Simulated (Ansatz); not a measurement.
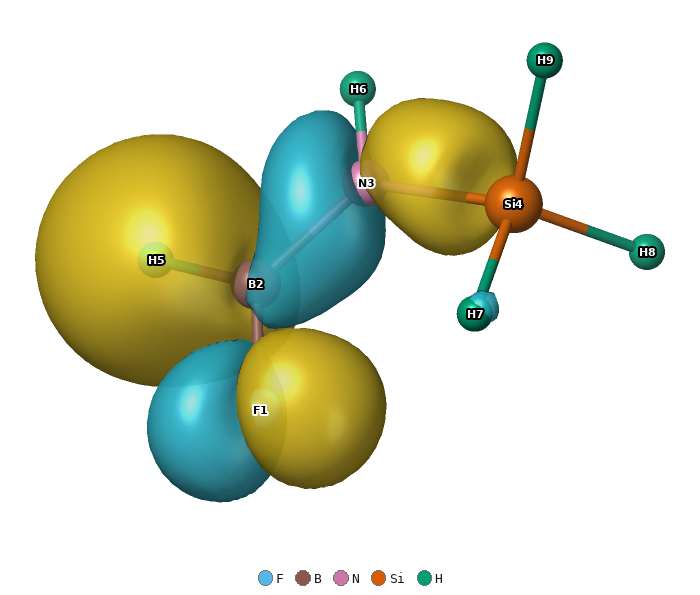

BFH5NSi (SMILES FBN[SiH3]). The HOMO−1 at ±0.1 Å⁻³ᐟ² (yellow and cyan are the two phases), seen at a tilt.

Level of theory: Ansatz 0.2.0, RKS LDA/def2-SVP.

```xyz
9

F     0.2735    0.0657   -2.0936
B     0.9197    0.6447   -1.0855
N     0.5057    0.3889    0.2291
Si   -0.8390   -0.6338    0.7155
H     1.8586    1.3853   -1.3345
H     1.0507    0.8468    0.9677
H    -1.7952   -0.7291   -0.4352
H    -0.3812   -2.0139    1.1111
H    -1.5043   -0.0009    1.9082
```

Question: Where does this orbital lie, and at what energy?

Answer: Its weight (Hirshfeld) is mainly on H5 (about 30 %), F1 (about 25 %), B2 (about 25 %) and N3 (about 10 %). Its energy is −7.85 eV.
